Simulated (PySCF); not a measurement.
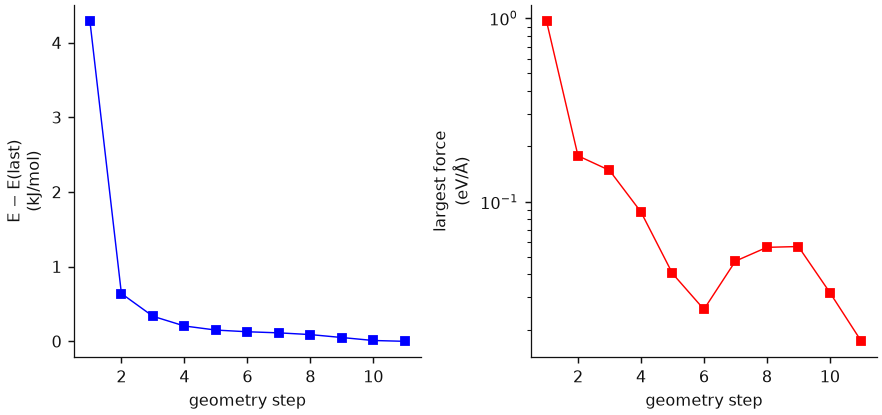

History of a geometry optimisation. C₅H₅ClF₂ (SMILES C=C1[C@@H]([C@H](F)Cl)[C@@H]1F); PBE0-D3(BJ)/def2-SVP, geometry optimisation (PySCF 2.14.0, density fitting).

The optimisation met its thresholds at geometry 11, counting the start as the first. The energy fell by about 4.3 kJ/mol from the first step to the last. The largest force goes from about 0.96 eV/Å at the start to 0.017 eV/Å at the end.
